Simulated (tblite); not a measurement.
**Frequency calculation of AlBr₃**

- system: AlBr₃
- method: GFN2-xTB harmonic vibrations, gas phase (tblite 0.8.0)

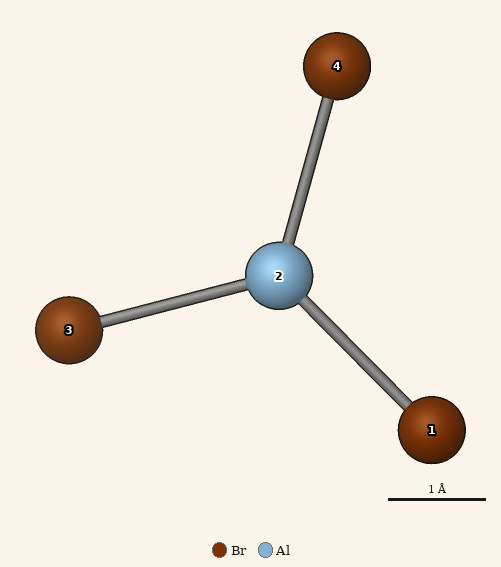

The structure (ball-and-stick view, seen on its broad side; atoms are numbered from 1 in the order of the input). Sticks mark near contacts.

The input:
```
{"job": {"kind": "ir", "xc": "GFN2-xTB", "basis": "xTB"}, "charge": 0, "multiplicity": 1}
Br    -1.834475    -1.284346    -0.008777
Al     0.006699    -0.000145    -0.012169
Br     2.044746    -0.941843    -0.002033
Br    -0.196502     2.235880    -0.022730
```

The first line tells a small driver script what to run in tblite; the rest is the geometry in Å.

Launched with:
```bash
OMP_NUM_THREADS=1 python <driver script> task.json out
```

The program's output:
```
mode    cm-1     km/mol
  1      74.0     10.46
  2      74.4     10.39
  3     168.7     39.20
  4     242.3      0.00
  5     545.5     66.43
  6     547.3     65.85
ZPE 9.882  H(298)-E 27.841  G(298)-E -75.025 kJ/mol  S 345.01 J/(mol K)
```

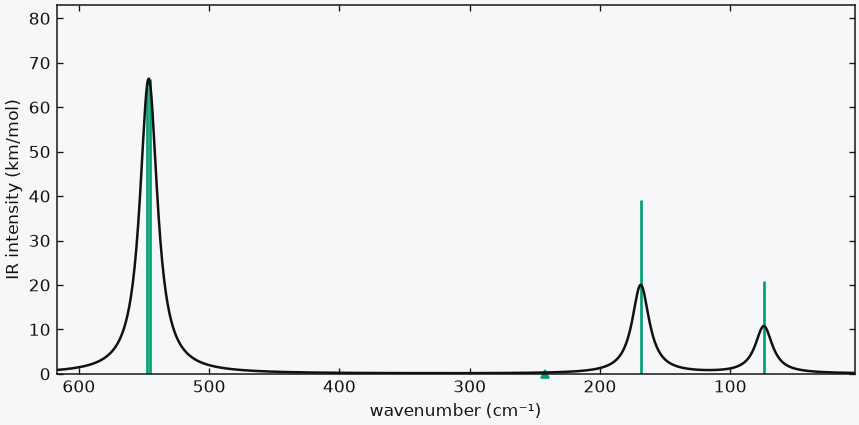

Harmonic infrared spectrum, unscaled: sticks (degenerate modes added up, dark ones marked on the axis) with a Lorentzian envelope of 16 cm⁻¹ full width, scaled to the tallest stick. 6 modes from 74 to 547 cm⁻¹, none imaginary. The strongest line is at 546 cm⁻¹ (66 km/mol). All modes, in cm⁻¹ (km/mol): 74 (10.5), 74 (10.4), 169 (39), 242 (0.0), 546 (66), 547 (66).

Key numbers:

- outcome: converged
- total energy: −367.7586 eV
- zero-point energy: 2.3620 kcal/mol
- hardware: 1 CPU thread, shared host
- peak memory: 0.19 GiB
